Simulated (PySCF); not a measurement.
C2H4S, SMILES `C1SC1`.

Method: 6-311G** basis; geometry: GFN2-xTB; program: PySCF. No frequency check shows the geometry to be a minimum. GFN2-xTB bond lengths at metals and heavier atoms can be off by up to 0.1 Å and shapes distorted, which carries into these values.

Input script:

```python
import numpy as np
from pyscf import gto, scf, mcscf

mol = gto.M(atom='''
C      0.78657    -0.74008     0.00002
S     -0.85350    -0.00001    -0.00002
C      0.78659     0.74005     0.00002
H      1.05422    -1.25982     0.90983
H      1.05450    -1.25961    -0.90978
H      1.05402     1.25999     0.90983
H      1.05431     1.25978    -0.90978
''', basis='6-311g**', charge=0, spin=0, verbose=4)
# stretch the bond between atoms 3 and 7, from long to short, fragments rigid
a, b, move = 2, 6, [6]
xyz = mol.atom_coords(unit='Angstrom')
u = xyz[b] - xyz[a]
r0 = np.linalg.norm(u)
rows, last, dm_u = [], None, None
for r in [3.0, 2.35, 1.93, 1.66, 1.44, 1.28, 1.18, 1.07, 0.98]:
    new = xyz.copy()
    new[move] += u / r0 * (r - r0)
    m = mol.set_geom_(new, unit='Angstrom', inplace=False)
    rhf = scf.RHF(m).density_fit(auxbasis='def2-universal-jkfit').run()
    uhf = scf.UHF(m).density_fit(auxbasis='def2-universal-jkfit').newton()
    if dm_u is None:
        c = rhf.mo_coeff
        h = m.nelectron // 2 - 1
        ca, cb = c.copy(), c.copy()
        ca[:, h], cb[:, h] = (c[:, h] + c[:, h + 1]) / 2**.5, (c[:, h] - c[:, h + 1]) / 2**.5
        dm_u = np.array([x[:, :h + 1] @ x[:, :h + 1].T for x in (ca, cb)])
    uhf.kernel(dm0=dm_u)
    for _ in range(3):
        c, _, stable, _ = uhf.stability(return_status=True)
        if stable:
            break
        uhf.kernel(c, uhf.mo_occ)
    dm_u = uhf.make_rdm1()
    mc = mcscf.CASSCF(rhf, 2, 2)
    mc.natorb = True
    mc.fix_spin_(ss=0)
    guess = mcscf.addons.make_natural_orbitals(uhf)[1] if last is None else mcscf.project_init_guess(mc, last.mo_coeff, last.mol)
    mc.kernel(guess)
    last = mc
    act = slice(mc.ncore, mc.ncore + mc.ncas)
    print('r %.3f  RHF %.6f  UHF %.6f  <S^2> %.3f  CASSCF %.6f  occupations' % (r, rhf.e_tot, uhf.e_tot, uhf.spin_square()[0], mc.e_tot), mc.mo_occ[act].round(4))
    rows.append((new, rhf.e_tot, uhf.e_tot, uhf.spin_square()[0], mc.e_tot, mc.mo_occ[act], mc.mo_coeff[:, act], dm_u[0] - dm_u[1], rhf.converged and uhf.converged and mc.converged))
    np.savez('result.npz', **{k: [row[i] for row in rows] for i, k in enumerate('xyz rhf uhf s2 cas occ c spin ok'.split())})
```

Run with:

```sh
OMP_NUM_THREADS=1 python input.py
```

The run took 3.6 min on 1 thread of Arm Neoverse V1, with other jobs on the host, peak memory 0.21 GiB.

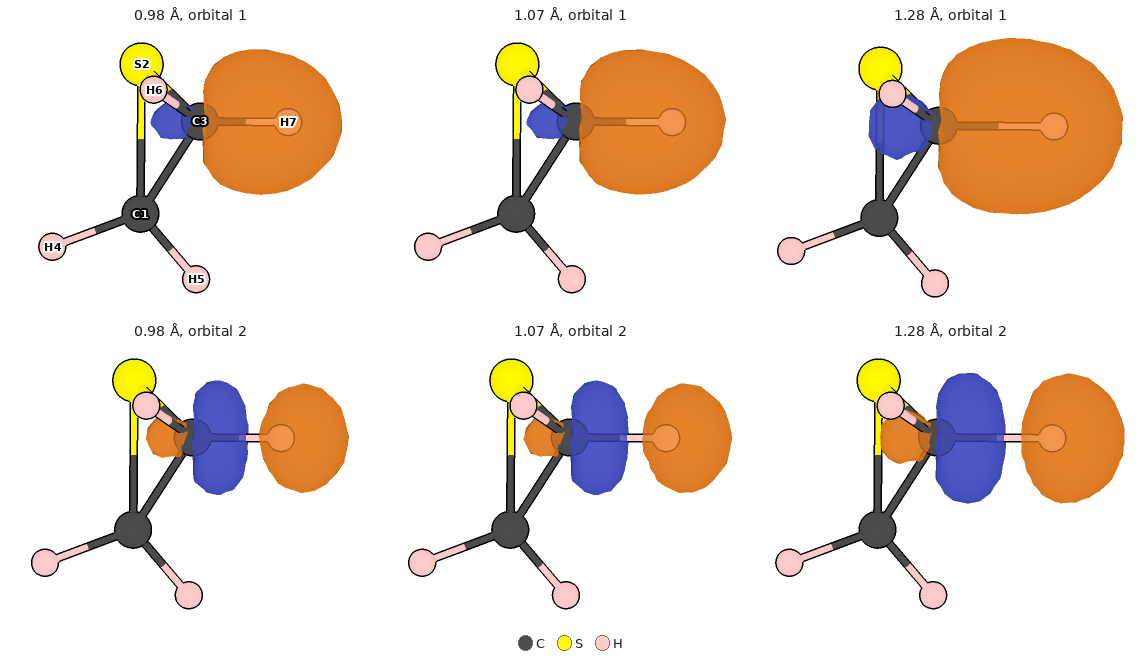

Rigid stretch of the C3–H7 bond. The two CASSCF(2,2) natural orbitals nearest half filling (orbital 1 the more occupied).

Q: How do the occupations change along the stretch?

A: 0.98 Å: 1.99 and 0.01; 1.07 Å: 1.98 and 0.02; 1.28 Å: 1.97 and 0.03. At the longest distance computed (3.00 Å) they are 1.28 and 0.72, and the effective number of unpaired electrons is 1.7.

Q: Where does the UHF solution part from RHF?

A: Between 1.44 Å (⟨S²⟩ = 0, the two coincide) and 1.66 Å (⟨S²⟩ = 0.07); at 3.00 Å ⟨S²⟩ is 1.00 and UHF lies 3.4 eV below RHF.

Q: How much energy does the stretch cost?

A: By CASSCF, 4.4 eV from the lowest point of the scan (1.07 Å) to 3.00 Å; RHF gives 7.3 eV from its own lowest point. The fragments aren't relaxed and dynamic correlation is missing, so this isn't a bond dissociation energy.
